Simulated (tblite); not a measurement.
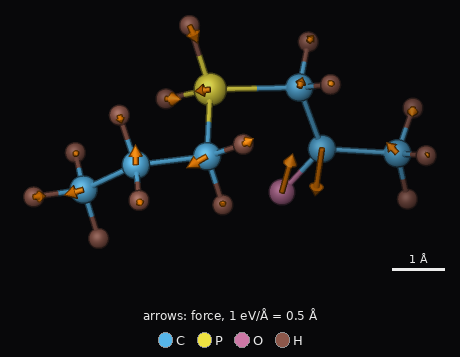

Starting geometry of C$_{6}$H$_{14}$OP (charge +1) with the computed forces as orange arrows. A ball-and-stick model, seen from a free direction.

These are results of tblite, GFN2-xTB geometry optimisation, gas phase, not measurements. 

Is this structure relaxed? If not, where do the atoms go?

Answer. It isn't relaxed: the largest force vector, on a C atom, is 2.37 eV/Å. The final displacements have little in common with the starting forces (cosine between the two patterns 0.13). The energy falls by 44.5 kJ/mol in 133 geometry steps. The atom that moves furthest after the best rigid fit is an H atom (0.64 Å). By element the largest moves are H 0.64 Å, O 0.51 Å, P 0.43 Å, C 0.34 Å. Some distances before and after: O–P 2.979 → 2.389 Å, H–P 1.409 → 1.367 Å, H–P 1.422 → 1.384 Å, C–C 1.511 → 1.475 Å. Among the angles between lasting bonds that change: P–C–C 114.0° → 99.1°, C–P–C 103.2° → 116.1°, C–C–O 122.7° → 113.2°. Groups turn about C–P by about 25°.
